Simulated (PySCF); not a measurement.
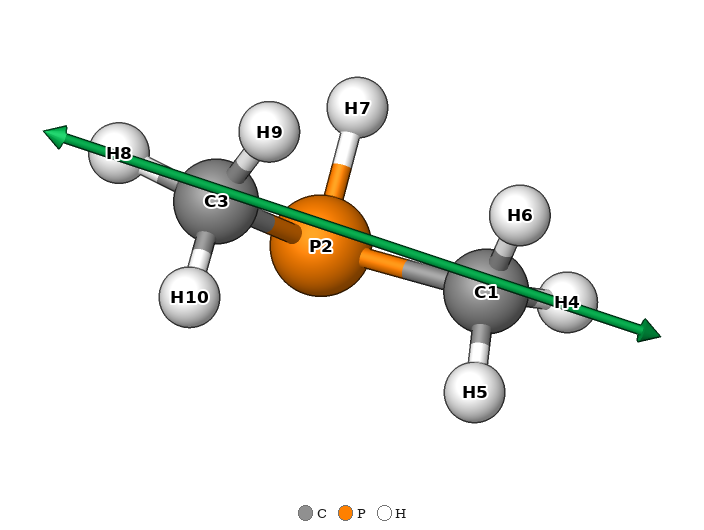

The double arrow shows the direction of the transition dipole to excited singlet state 2 (its length means nothing). The geometry was computed by an optimisation with PBE0-D3(BJ)/def2-SVP. No frequency run is at hand to confirm it as a minimum. Method: TDDFT PBE0/def2-SVP, vertical, gas phase, core orbitals frozen in the response (PySCF 2.14.0).

Question. Give its energy, strength and character.

Answer. 7.13 eV (174 nm), oscillator strength 0.11, mainly HOMO → LUMO+1 (weight 0.97); transition dipole 1.99 D.
